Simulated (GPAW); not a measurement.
## 3d dopants in Ge: moments across the series

One atom of Ge is replaced by one 3d element after another. What moment does each carry?

Program: GPAW 26.7.0. Level of theory: PBE; plane waves with GPAW's PAW setups, scalar-relativistic. Results are calculated unless marked as measured.

### Step 1. Set-up

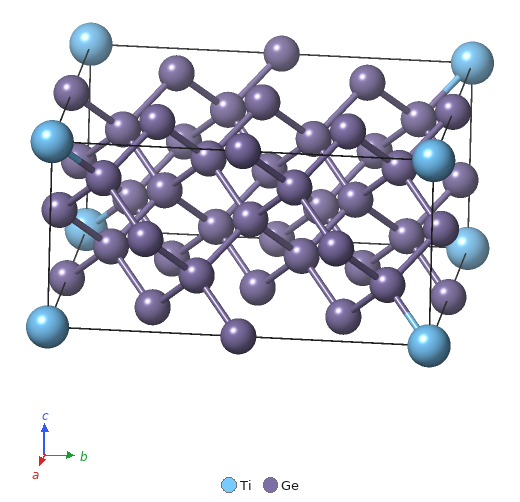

The starting structure, seen slightly off an axis (titanium blue, germanium purple). Bonds to atoms that aren't drawn are left out. Some periodic images of atoms are drawn too.

This is the first member shown.

### Step 2. The first member

This run shows input and output; the others differ as the table says.

order1.py

```python
import json
import numpy as np
from ase import Atoms
from ase.parallel import paropen, parprint
from gpaw import GPAW

atoms = Atoms(['Ti', 'Ge', 'Ge', 'Ge', 'Ge', 'Ge', 'Ge', 'Ge', 'Ge', 'Ge', 'Ge', 'Ge', 'Ge', 'Ge', 'Ge', 'Ge', 'Ge', 'Ge', 'Ge', 'Ge', 'Ge', 'Ge', 'Ge', 'Ge', 'Ge', 'Ge', 'Ge', 'Ge', 'Ge', 'Ge', 'Ge', 'Ge'],
    cell=[[11.316, 0.0, 0.0],
         [0.0, 11.316, 0.0],
         [0.0, 0.0, 5.658]],
    scaled_positions=[[0.0, 0.0, 0.0],
         [0.125, 0.125, 0.25],
         [0.0, 0.25, 0.5],
         [0.125, 0.375, 0.75],
         [0.25, 0.0, 0.5],
         [0.375, 0.125, 0.75],
         [0.25, 0.25, 0.0],
         [0.375, 0.375, 0.25],
         [0.0, 0.5, 0.0],
         [0.125, 0.625, 0.25],
         [0.0, 0.75, 0.5],
         [0.125, 0.875, 0.75],
         [0.25, 0.5, 0.5],
         [0.375, 0.625, 0.75],
         [0.25, 0.75, 0.0],
         [0.375, 0.875, 0.25],
         [0.5, 0.0, 0.0],
         [0.625, 0.125, 0.25],
         [0.5, 0.25, 0.5],
         [0.625, 0.375, 0.75],
         [0.75, 0.0, 0.5],
         [0.875, 0.125, 0.75],
         [0.75, 0.25, 0.0],
         [0.875, 0.375, 0.25],
         [0.5, 0.5, 0.0],
         [0.625, 0.625, 0.25],
         [0.5, 0.75, 0.5],
         [0.625, 0.875, 0.75],
         [0.75, 0.5, 0.5],
         [0.875, 0.625, 0.75],
         [0.75, 0.75, 0.0],
         [0.875, 0.875, 0.25]],
    pbc=True,
    magmoms=[1.0, 0.0, 0.0, 0.0, 0.0, 0.0, 0.0, 0.0, 0.0, 0.0, 0.0, 0.0, 0.0, 0.0, 0.0, 0.0, 0.0, 0.0, 0.0, 0.0, 0.0, 0.0, 0.0, 0.0, 0.0, 0.0, 0.0, 0.0, 0.0, 0.0, 0.0, 0.0])
atoms.calc = GPAW(mode={'name': 'pw', 'ecut': 450},
    xc='PBE',
    kpts={'size': (3, 3, 5), 'gamma': True},
    occupations={'name': 'fermi-dirac', 'width': 0.05},
    convergence={'density': 1e-05, 'energy': 1e-05},
    maxiter=200,
    mixer={'name': 'pulay', 'beta': 0.05, 'nmaxold': 6, 'weight': 50},
    symmetry={'tolerance': 1e-4},
    txt='order1.txt')
e = atoms.get_potential_energy(force_consistent=True)
res = {'free_energy': e, 'energy_sigma0': atoms.get_potential_energy(), 'fermi_energy': atoms.calc.get_fermi_level()}
res['moments'] = atoms.get_magnetic_moments().tolist()
res['total'] = atoms.get_magnetic_moment()
parprint('site moments (muB):', np.round(res['moments'], 3))
parprint(f"total moment: {res['total']:.3f} muB")
parprint(f'free energy: {e:.6f} eV')
atoms.calc.write('order1.gpw')
with paropen('results.json', 'w') as f:
    json.dump(res, f)
```

On the command line:

```bash
OMP_NUM_THREADS=1 mpirun -n 4 gpaw python order1.py > order1.log
```

Numbers of over 12 decimals in the logs are rounded to 6 here.

Output:

```text
site moments (muB): [ 0. -0. -0. -0. -0. -0.  0. -0. -0. -0. -0. -0.  0. -0.  0. -0. -0. -0.
  0. -0. -0. -0.  0. -0. -0. -0.  0. -0.  0. -0.  0. -0.]
total moment: -0.000 muB
free energy: -144.437771 eV

--- order1.txt ---
Input parameters:
  mode=PW(ecut=450),
  convergence={'density': 1e-05, 'energy': 1e-05},
  kpts=MonkhorstPack(size=(3, 3, 5), gamma=True),
  maxiter=200,
  mixer=Pulay(name='pulay', nmaxold=6, beta=0.05, weight=50, sigma=0.015, g_ss=None),
  occupations=Occupations(name='fermi-dirac', width=0.05),
  symmetry=Symmetry(tolerance=0.0001),
  xc=XC(name='PBE')

Diagonalizing LCAO Hamiltonian
Converting LCAO to pw mode
        .---------------------------.
       /|                           |
      / |                           |
     /  |  Ge            Ge         |
    /   |       Ge            Ge    |
   /  Ge|           Ge              |
  /    Ge         Ge Ge         Ge  |
 *      .--Ge------------Ge---------.
 |     / Ge Ge         Ge Ge       /
 | Ge /      Ge  Ge        Ge     /
 |   Ge Ge    Ge   Ge Ge    Ge   /
 |  /Ge            Ge           /
 | /      Ge            Ge     /
 |/                           /
 Ti------------Ge------------*

Atoms  # Å, Bohr magnetons
|    | symbol |        x |        y |        z |    initial magnetic moments |
|----|--------|----------|----------|----------|-----------------------------|
|  0 |     Ti | 0.000000 | 0.000000 | 0.000000 | ( 0.0000,  0.0000,  1.0000) |
|  1 |     Ge | 1.414500 | 1.414500 | 1.414500 | ( 0.0000,  0.0000,  0.0000) |
|  2 |     Ge | 0.000000 | 2.829000 | 2.829000 | ( 0.0000,  0.0000,  0.0000) |
[...]
Entropy:          -0.007411
  Spinorbit:         0.000000
  ----------------------------
  Free energy:    -144.437771
  Extrapolated:   -144.434065

dipole moment: (-146.545206, -146.545206, -147.044370)  # |e|*Ang

Total magnetic moment: (0.000000, 0.000000, -0.000018)

Local magnetic moments
|        x |        y |         z |
|----------|----------|-----------|
| 0.000000 | 0.000000 |  0.000224 |  # Ti   0
| 0.000000 | 0.000000 | -0.000022 |  # Ge   1
| 0.000000 | 0.000000 | -0.000001 |  # Ge   2
| 0.000000 | 0.000000 | -0.000000 |  # Ge   3
| 0.000000 | 0.000000 | -0.000001 |  # Ge   4
[...]
| 0.000000 | 0.000000 |  0.000002 |  # Ge  28
| 0.000000 | 0.000000 | -0.000000 |  # Ge  29
| 0.000000 | 0.000000 |  0.000003 |  # Ge  30
| 0.000000 | 0.000000 | -0.000022 |  # Ge  31

Fermi level: 5.738
Eigenvalues  # (at kpt = [0.000, 0.000, 0.000])
| band index |      eig [eV] | occ [0-1] |      eig [eV] | occ [0-1] |
|------------|---------------|-----------|---------------|-----------|
|          0 |       -51.320 |     1.000 |       -51.320 |     1.000 |
|        ... |               |           |               |           |
|         60 |         4.364 |     1.000 |         4.364 |     1.000 |
|         61 |         4.471 |     1.000 |         4.471 |     1.000 |
|         62 |         4.508 |     1.000 |         4.508 |     1.000 |
|         63 |         4.668 |     1.000 |         4.668 |     1.000 |
[...]
|         73 |         6.793 |     0.000 |         6.793 |     0.000 |
|         74 |         6.860 |     0.000 |         6.860 |     0.000 |
|         75 |         6.898 |     0.000 |         6.898 |     0.000 |
|        ... |               |           |               |           |
|         86 |         8.269 |     0.000 |         8.269 |     0.000 |

Gap: 0.242 eV
Transition (v -> c):
  (s=1, k=0, n=67, [0.00, 0.00, 0.00]) -> (s=1, k=0, n=68, [0.00, 0.00, 0.00])
No difference between direct/indirect transitions

[key lines of the parts left out:]
Converged in 34 steps
```

The job ended after 9.3 min (4 MPI ranks of Arm Neoverse V1, shared host; peak memory 2.1 GiB).

After 34 cycles the seed has died away: no moment is left.

### Step 3. The series

All use a 3×3×5 mesh. Each dopant starts with a moment; a run without spin polarisation gives the energy that the moment gains.

| dopant | moment in its sphere (μB) | net moment (μB a cell) | largest moment elsewhere (μB) | gain by spin polarisation (meV) |
| --- | --- | --- | --- | --- |
| Ti | +0.00 | 0.00 | -0.00 | -0 |
| V | +1.49 | 1.65 | -0.02 | 244 |
| Cr | +2.47 | 2.06 | -0.05 | 950 |
| Mn | +3.19 | 3.02 | -0.04 | 884 |
| Fe | +2.56 | 2.77 | -0.02 | 97 |
| Co | +1.06 | 1.00 | -0.01 | 69 |
| Ni | +0.00 | 0.00 | +0.00 | 0 |
| Cu | +0.00 | 0.00 | +0.00 | -0 |

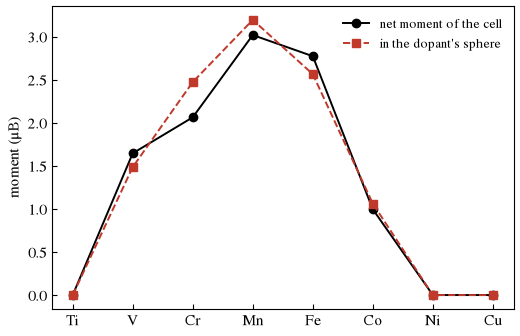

Moments across the 3d series.

### Step 4. Summary of results

```yaml
largest_net_moment: 3.02 μB (Mn)
within_0p02_of_a_whole_number_of_mu_b: Mn 3.02, Co 1.00
no_settled_moment: Ti, Ni, Cu
```

The net moment is largest for Mn, 3.02 μB, and vanishes or is a mere residue for Ti, Ni and Cu. Mn and Co give a whole number of μB, as a fixed count of unpaired electrons does. Each dopant had one start, so another spin state can lie lower; in so small a cell the dopant levels widen into bands, and with the smearing this can quench a moment. The atoms were not relaxed, which can shift moments and couplings. Trends hold for the rows shown; the series may have further members. Spin–orbit coupling is left out.

[Logs and program files are shortened in this print: banners, set-up blocks, solver, clock and traceback lines can be left out without a mark of their own.]

[Logs are printed without paths, hosts, clocks, repeated set-up lines and the standing remarks that a program may print on its own settings, such as how far it seeks lower states.]

[Hosts, paths, dates, database ids (printed as entryN), source tags and the programs' standing remarks are cut or masked in the printed files.]

[Where a cell is said to come from a database of computed structures, the database is the Materials Project.]
